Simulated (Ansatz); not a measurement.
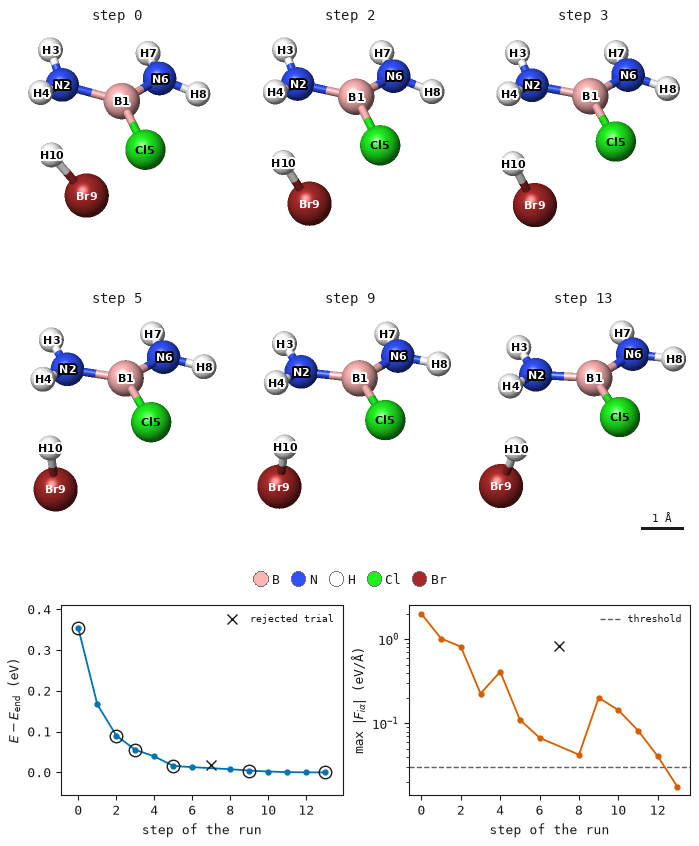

Frames of a relaxation of BN2H5BrCl, marked on the history of the run. A ball-and-stick model, seen from a free direction.

The run prepares an end point of a later path (reaction) calculation, from a guessed geometry.

Theory: RHF/def2-SVP (Ansatz 0.2.0). Settings: no spin polarisation; force threshold 0.03 eV/Å; at most 50 steps.

> What happens along the run?

The largest move after the best rigid fit is that of Br9, 1.31 Å. Largest moves by element: Br 1.31 Å, H 0.61 Å, Cl 0.52 Å, N 0.29 Å, B 0.24 Å. Near-neighbour distances that change, for instance: Br9–H10 1.489 → 1.415 Å, B1–N2 1.486 → 1.418 Å, B1–Cl5 1.793 → 1.801 Å, B1–N6 1.394 → 1.399 Å. Among the angles between lasting bonds that change: B1–N2–H3 119.0° → 121.4°, B1–N2–H4 118.3° → 120.4°. After 12 accepted moves (13 points after the start) the energy has fallen by 0.354 eV. The largest force component goes from 2 to 0.018 eV/Å. The line search rejected the trial step at point 7 of the run. From step 0 to 2: Br9 moves most (0.39 Å), energy −0.263 eV. From step 2 to 3: Br9 moves most (0.20 Å), energy −0.035 eV. From step 3 to 5: Br9 moves most (0.32 Å), energy −0.040 eV. From step 5 to 9: Br9 moves most (0.22 Å), energy −0.011 eV. From step 9 to 13: Br9 moves most (0.26 Å), energy −0.004 eV.

```json
{"step": "0", "E − E(0), eV": "0.0000", "largest force component, eV/Å": "2.0006", "note": ""}
{"step": "1", "E − E(0), eV": "-0.1868", "largest force component, eV/Å": "1.0187", "note": ""}
{"step": "2", "E − E(0), eV": "-0.2633", "largest force component, eV/Å": "0.8166", "note": ""}
{"step": "3", "E − E(0), eV": "-0.2982", "largest force component, eV/Å": "0.2261", "note": ""}
{"step": "4", "E − E(0), eV": "-0.3143", "largest force component, eV/Å": "0.4113", "note": ""}
{"step": "5", "E − E(0), eV": "-0.3377", "largest force component, eV/Å": "0.1103", "note": ""}
{"step": "6", "E − E(0), eV": "-0.3408", "largest force component, eV/Å": "0.0674", "note": ""}
{"step": "7", "E − E(0), eV": "-0.3346", "largest force component, eV/Å": "0.8339", "note": "rejected"}
{"step": "8", "E − E(0), eV": "-0.3458", "largest force component, eV/Å": "0.0424", "note": ""}
{"step": "9", "E − E(0), eV": "-0.3492", "largest force component, eV/Å": "0.2017", "note": ""}
{"step": "10", "E − E(0), eV": "-0.3515", "largest force component, eV/Å": "0.1440", "note": ""}
{"step": "11", "E − E(0), eV": "-0.3530", "largest force component, eV/Å": "0.0822", "note": ""}
{"step": "12", "E − E(0), eV": "-0.3535", "largest force component, eV/Å": "0.0406", "note": ""}
{"step": "13", "E − E(0), eV": "-0.3537", "largest force component, eV/Å": "0.0176", "note": ""}
```

Limits of the set-up: the start holds two separate molecules, 2.3 Å apart at their closest, whose relative position is a soft coordinate and is computed without a dispersion correction; Hartree-Fock leaves out electron correlation.
